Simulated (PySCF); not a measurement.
C3H4BrF, SMILES `C/C(F)=C\Br`.

Computed with PySCF, HF/def2-SVP, geometry: GFN2-xTB. No frequency check shows the geometry to be a minimum. GFN2-xTB bond lengths at metals and heavier atoms can be off by up to 0.1 Å and shapes distorted, which carries into these values.

Input script:

```python
import numpy as np
from pyscf import gto, scf, dft
from pyscf.scf import atom_ks, atom_hf
from scipy.linalg import block_diag

def solve(mol, dm0=None, hcore=None):
    mf = scf.UHF(mol) if mol.spin else scf.RHF(mol)
    mf = mf.density_fit(auxbasis='def2-universal-jkfit')
    mf.conv_tol, mf.max_cycle = 1e-8, 80
    if hcore is not None:
        mf.get_hcore = lambda *args: hcore
    mf.kernel(dm0)
    if not mf.converged:
        mf = mf.newton().run(mf.mo_coeff, mf.mo_occ, max_cycle=30)
    assert mf.converged, 'SCF not converged'
    return mf

mol = gto.M(atom='''
C      1.63983     1.38056     0.00160
C      1.42851    -0.08787     0.00037
F      2.58111    -0.79742     0.00014
C      0.30146    -0.78580    -0.00032
Br    -1.39593     0.02164    -0.00003
H      2.21986     1.66492     0.87245
H      0.69155     1.90836     0.00661
H      2.21179     1.66782    -0.88793
H      0.28563    -1.86289    -0.00117
''', basis='def2-svp', charge=0, spin=0, verbose=4)
mf = solve(mol)
out = dict(e0=mf.e_tot, dm0=mf.make_rdm1(), c=mf.mo_coeff, occ=mf.mo_occ, eps=mf.mo_energy)
for name, dq, spin in [('cation', 1, 1), ('anion', -1, 1)]:
    ion = mol.copy().set(charge=mol.charge + dq, spin=spin).build()
    mi = solve(ion)
    if spin and dq > 0 and mol.nao < 130:
        c, _, stable, _ = mi.stability(return_status=True)
        if not stable:
            mi = solve(ion, mi.make_rdm1(c, mi.mo_occ))
    print(name, 'vertical energy change / eV', (mi.e_tot - mf.e_tot) * 27.211386)
    out.update({'e_' + name: mi.e_tot, 'dm_' + name: mi.make_rdm1(), 's2_' + name: mi.spin_square()[0], 'eps_' + name: mi.mo_energy, 'occ_' + name: mi.mo_occ})
# spherically averaged free atoms, for the promolecule
atm = scf.atom_hf.get_atm_nrhf(mol)
pro = block_diag(*[(atm[a[0]][2] * atm[a[0]][3]) @ atm[a[0]][2].T for a in mol._atom])
np.savez('result.npz', pro=pro, **out)
```

Command:

```sh
OMP_NUM_THREADS=1 python input.py
```

The run took 43 s on 1 thread of Arm Neoverse V2 (shared host), peak memory 0.25 GiB.

Partitions, critical points and surface values were worked out afterwards from this run's density.

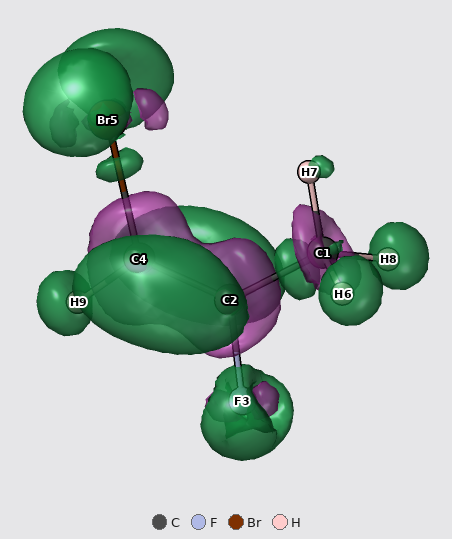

Fukui function f⁻ = ρ(N) − ρ(N−1) at fixed geometry, surfaces at ±0.03 e/Å³ (green positive, purple negative).

> On which atoms does the density change most on removal of an electron?

f⁻ (Hirshfeld-condensed) is largest on Br5 (0.30), C4 (0.20) and C2 (0.19); the vertical ionisation energy is 8.68 eV. Condensed values hint at sites of electrophilic attack but needn't mark the atom that reacts. Orbital relaxation makes it negative in places (0.22 e in all).

```tsv
atom	f⁻	charge
C1	+0.04	−0.10
C2	+0.19	+0.10
F3	+0.10	−0.12
C4	+0.20	−0.09
Br5	+0.30	−0.03
H6	+0.05	+0.06
H7	+0.02	+0.05
H8	+0.05	+0.06
H9	+0.06	+0.07
```
